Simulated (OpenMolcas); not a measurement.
# C2H7BO (SMILES CCBO) at 6 levels

Aim: a comparison of 6 runs (HF/STO-3G, M06-2X/def2-SVP, PBE/def2-SVP, PBE0/def2-SVP, TPSS/def2-SVP, MP2/def2-SVP) of C2H7BO. 

The calculation is run with OpenMolcas 26.06.

1 further run of the same task is left out (set aside as unsound or not needed).

## 1. The system as given

C2H7BO: 11 atoms, total charge 0, spin state singlet. As SMILES, `CCBO`. The shape is that of a PBE0-D4/def2-TZVP optimisation. This is one conformer, not always the lowest.

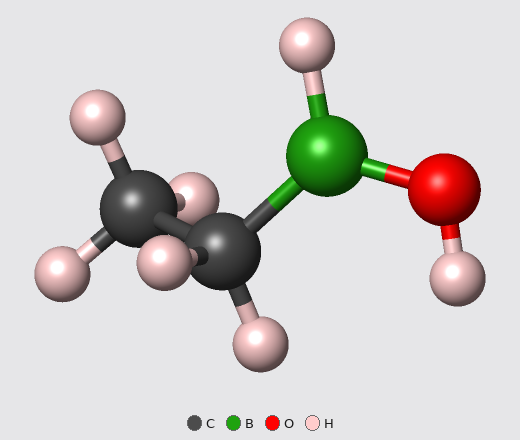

The structure, seen from a chosen angle (carbon dark grey, boron green, oxygen red, hydrogen pink).

## 2. Energy and gradient at HF/STO-3G (run 1)

The input, geom.xyz:

```xyz
11

C     -0.556200     1.314000     0.194100
C     -0.148100    -0.126400     0.498700
B      0.844200    -0.749700    -0.545000
O      0.775200    -2.034600    -0.968200
H     -1.123600     1.378600    -0.737900
H     -1.178100     1.737200     0.986300
H      0.322300     1.954000     0.082400
H     -1.037300    -0.754700     0.640300
H      0.380300    -0.147700     1.464300
H      1.748300    -0.108300    -1.010000
H      0.038500    -2.519500    -0.584400
```

The input, mol.input:

```
* C2H7BO Hartree-Fock
&GATEWAY
BasLib=$CurrDir
Coord=geom.xyz
Basis=STO-3G
Group=NoSym
&SEWARD
&SCF
Thresholds=1e-10 1e-07 1e-07 1e-05
PrOrbitals=0
&ALASKA
```

The basis set STO-3G is read from a file made from the Basis Set Exchange's data (not shown).

On the command line:

```sh
$ export MOLCAS_MEM=1860
$ pymolcas mol.input > mol.log
```

What it wrote:

```text
--- Start Module: gateway ---
[...]
--- Stop Module: gateway /rc=_RC_ALL_IS_WELL_ ---
[...]
      Basis functions           27
[...]
--- Start Module: scf ---
[...]
       Convergence after  11 Iterations
[...]
::    Total SCF energy                               -177.1566721720
[...]
      Total spin, S                                     0.0000000000
[...]
      Total electronic charge=   32.000000
      Total            charge=   -0.000000
[...]
      Dipole Moment (debye):
      Origin of the operator (angstrom)=    0.2133   -0.4305   -0.2123
                   X= -1.2156E+00               Y= -5.2699E-01               Z=  8.5997E-01           Total=  1.5796E+00
      Quadrupole Moment (debye*angstrom):
[...]
--- Stop Module: scf /rc=_RC_ALL_IS_WELL_ ---
--- Start Module: alaska ---
[...]
 *              Molecular gradients               *
 **************************************************
  Irreducible representation: a
 ------------------------------------------------------------------------------------------
                              X                       Y                       Z
 ------------------------------------------------------------------------------------------
  C1                5.17018723856233E-03   -1.81652820728297E-02    5.75006826006658E-03
  C2                2.36792153436682E-03    1.30471000637969E-02   -2.15666522624360E-02
  B3               -2.16549392898588E-02    1.21210320078555E-02    2.51375223086929E-02
  O4               -2.50303683967865E-02   -3.14725724716851E-02    7.50687438747022E-03
  H5               -2.61531050159336E-03    1.30070943423122E-03   -4.74601085248816E-03
  H6               -2.91829445471792E-03    3.25218796407545E-03    2.88533430579196E-03
  H7                4.10923102962624E-03    3.92288117621575E-03   -1.34236691253198E-03
  H8               -5.84634536276463E-03   -6.36921693685277E-03    2.71432893975154E-03
[...]
--- Stop Module: alaska /rc=_RC_ALL_IS_WELL_ ---
[...]
```

It took 1.5 s on 1 thread of Intel Xeon 6975P-C (Granite Rapids), shared host; peak memory 0.37 GiB.

## 3. Energy and gradient at M06-2X/def2-SVP (run 2)

The input, run.inp:

```
&gateway
 baslib=$CurrDir
 coord
 11
 angstrom
 C       -0.556200       1.314000       0.194100
 C       -0.148100      -0.126400       0.498700
 B        0.844200      -0.749700      -0.545000
 O        0.775200      -2.034600      -0.968200
 H       -1.123600       1.378600      -0.737900
 H       -1.178100       1.737200       0.986300
 H        0.322300       1.954000       0.082400
 H       -1.037300      -0.754700       0.640300
 H        0.380300      -0.147700       1.464300
 H        1.748300      -0.108300      -1.010000
 H        0.038500      -2.519500      -0.584400
 basis=def2-SVP
 group=NoSym

&seward
 gridinput
 Grid=UltraFine
 End of Grid

&scf
 ksdft=M062X
 thresholds=1e-10 1e-07 1e-07 1e-05
 prorbitals=1 2

&alaska
```

The basis set def2-SVP is read from a file made from the Basis Set Exchange's data (not shown).

On the command line:

```sh
$ export MOLCAS_MEM=1860
$ pymolcas run.inp > run.log
```

What it wrote:

```text
--- Start Module: gateway ---
[...]
--- Stop Module: gateway /rc=_RC_ALL_IS_WELL_ ---
[...]
      Basis functions           91
[...]
--- Start Module: scf ---
[...]
       Convergence after  14 Iterations
[...]
::    Total KS-DFT energy                            -180.3234893971
[...]
      Total spin, S                                     0.0000000000
[...]
      Total electronic charge=   32.000000
      Total            charge=   -0.000000
[...]
      Dipole Moment (debye):
      Origin of the operator (angstrom)=    0.2133   -0.4305   -0.2123
                   X= -1.5026E+00               Y= -4.2122E-01               Z=  1.0929E+00           Total=  1.9051E+00
      Quadrupole Moment (debye*angstrom):
[...]
--- Stop Module: scf /rc=_RC_ALL_IS_WELL_ ---
[...]
--- Start Module: alaska ---
[...]
 *              Molecular gradients               *
 **************************************************
  Irreducible representation: a
 ------------------------------------------------------------------------------------------
                              X                       Y                       Z
 ------------------------------------------------------------------------------------------
  C1               -4.79111794037479E-04    2.23370140297341E-03   -3.90023145764834E-04
  C2                1.17577765048815E-03   -1.71110100596983E-03   -1.09248112838856E-04
  B3               -8.99178497375086E-04    4.46221826156457E-03    2.46989863889188E-03
  O4               -1.58990368833223E-03   -2.32325110266096E-03    2.91442966888766E-04
  H5                2.39144635206756E-03   -3.39667958971113E-04    3.98528392435971E-03
  H6                2.55961942957228E-03   -1.85464515971012E-03   -3.18870807312699E-03
  H7               -3.86209497981849E-03   -2.66749384357423E-03    4.51630356686383E-04
  H8                3.26852604919292E-03    2.70114473521987E-03   -3.56251660062146E-04
[...]
--- Stop Module: alaska /rc=_RC_ALL_IS_WELL_ ---
[...]
```

Run time: 49 s. Hardware: 1 thread of Intel Xeon 6975P-C (Granite Rapids), shared host; peak memory 0.5 GiB.

Runs 3 to 5 aren't shown in full; the table further down has their settings and results.

## 4. The energy at MP2/def2-SVP (run 6)

The input, coord.xyz:

```xyz
11

C     -0.556200     1.314000     0.194100
C     -0.148100    -0.126400     0.498700
B      0.844200    -0.749700    -0.545000
O      0.775200    -2.034600    -0.968200
H     -1.123600     1.378600    -0.737900
H     -1.178100     1.737200     0.986300
H      0.322300     1.954000     0.082400
H     -1.037300    -0.754700     0.640300
H      0.380300    -0.147700     1.464300
H      1.748300    -0.108300    -1.010000
H      0.038500    -2.519500    -0.584400
```

The input, run.input:

```
>>> EXPORT MOLCAS_PRINT=2
&GATEWAY
BasLib=$CurrDir
Coord=coord.xyz
Basis=def2-SVP
Group=NoSym
&SEWARD
&SCF
Thresholds=1e-10 1e-07 1e-07 1e-05
PrOrbitals=1 1
&MBPT2
Frozen=4
```

The basis set def2-SVP is read from a file made from the Basis Set Exchange's data (not shown).

On the command line:

```sh
$ export MOLCAS_MEM=1860
$ pymolcas run.input > run.log
```

What it wrote:

```text
--- Start Module: gateway ---
[...]
--- Stop Module: gateway /rc=_RC_ALL_IS_WELL_ ---
[...]
      Basis functions           91
[...]
--- Start Module: scf ---
[...]
       Convergence after  13 Iterations
[...]
::    Total SCF energy                               -179.2784065751
[...]
      Total spin, S                                     0.0000000000
[...]
      Total electronic charge=   32.000000
      Total            charge=   -0.000000
[...]
      Dipole Moment (debye):
      Origin of the operator (angstrom)=    0.2133   -0.4305   -0.2123
                   X= -1.5355E+00               Y= -2.4784E-01               Z=  1.1695E+00           Total=  1.9460E+00
      Quadrupole Moment (debye*angstrom):
[...]
--- Stop Module: scf /rc=_RC_ALL_IS_WELL_ ---
[...]
--- Start Module: mbpt2 ---
[...]
WARNING!
Default frozen orbitals as non valence orbitals is overwritten by user input.
Default values:   4
[...]
       Reference weight ( Cref**2 )         =        0.85094
::    Total MBPT2 energy                             -179.8411742660
[...]
      Total MBPT2 calculations                           0.22      0.25
--- Stop Module: mbpt2 /rc=_RC_ALL_IS_WELL_ ---
[...]
```

Wall time 5.7 s (1 thread of Intel Xeon 6975P-C (Granite Rapids), shared host); peak memory 0.5 GiB.

## 5. The series

| run | level | integration grid | task | energy (Eh) | dipole moment (D) of the reference | HOMO energy (eV) | LUMO energy (eV) | wall time |
| --- | --- | --- | --- | --- | --- | --- | --- | --- |
| 1 | HF/STO-3G | – | gradient | -177.156672 | 1.58 | -10.05 | 8.56 | 1.5 s |
| 2 | M06-2X/def2-SVP | UltraFine | gradient | -180.323489 | 1.91 | -9.52 | 1.35 | 49 s |
| 3 | PBE/def2-SVP | UltraFine | gradient | -180.168360 | 1.90 | -6.69 | -0.65 | 37 s |
| 4 | PBE0/def2-SVP | UltraFine | gradient | -180.197820 | 1.92 | -8.19 | 0.36 | 35 s |
| 5 | TPSS/def2-SVP | UltraFine | gradient | -180.445377 | 1.87 | -6.88 | -0.45 | 47 s |
| 6 | MP2/def2-SVP | – | energy | -179.841174 | 1.95 | -11.82 | 4.00 | 5.7 s |

## 6. What came out

```
                                          quantity          value
                               run 6: total energy  -179.84117 Eh
         run 6: dipole moment (mean-field density)         1.95 D
        run 6: HOMO energy (Hartree–Fock orbitals)      -11.82 eV
        run 6: LUMO energy (Hartree–Fock orbitals)        4.00 eV
      run 6: HOMO–LUMO gap (Hartree–Fock orbitals)       15.83 eV
run 6: correlation energy (4 core orbitals frozen)     -562.8 mEh
```

Over runs 1, 2, 3, 4, 5 the dipole moment (its size) runs from 1.58 D (HF/STO-3G) to 1.92 D (PBE0/def2-SVP). The two ends differ in method and basis. Over runs 1, 2, 3, 4, 5 the HOMO–LUMO gap runs from 6.04 eV (PBE/def2-SVP) to 18.61 eV (HF/STO-3G). Totals of different functionals can't be ranked against each other. In run 1 the basis is minimal, so the values are rough. All runs together took 2.9 min, the longest 49 s.
